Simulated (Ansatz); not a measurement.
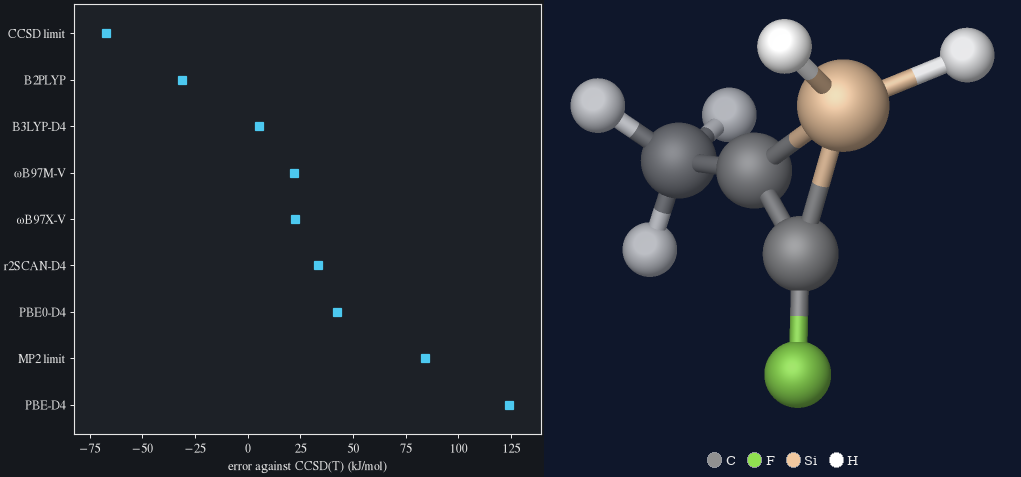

Error in the electronic atomisation energy (method less reference, so positive means overbinding) of C₃H₅FSi, SMILES CC1=C(F)[SiH2]1: functionals in def2-TZVPP against frozen-core CCSD(T) at the limit (MP2 extrapolated from triple and quadruple zeta, plus CCSD(T) less MP2 in a smaller set), which gives 3846.9 kJ/mol, at a PBE0-D4/def2-TZVP geometry (no frequency check), no zero-point or spin-orbit term, the Ansatz code 0.2.0. The reference leaves out core correlation, a term that grows with the number of heavy atoms. B2PLYP holds a correlation term that converges slowly with the basis, so part of the distance to the limit is basis error. No dispersion term is added to B2PLYP. Limit means the basis limit.

Question: Which of these levels overbind, and which underbind?

Answer: Overbind: r2SCAN-D4, PBE0-D4, MP2 limit and PBE-D4. Underbind: CCSD limit and B2PLYP. Within 25 kJ/mol of zero, too close to call in view of what the reference leaves out: B3LYP-D4, ωB97M-V and ωB97X-V.

Question: What range do the values span?

Answer: From −67.0 kJ/mol (CCSD limit) to 123.8 kJ/mol (PBE-D4).
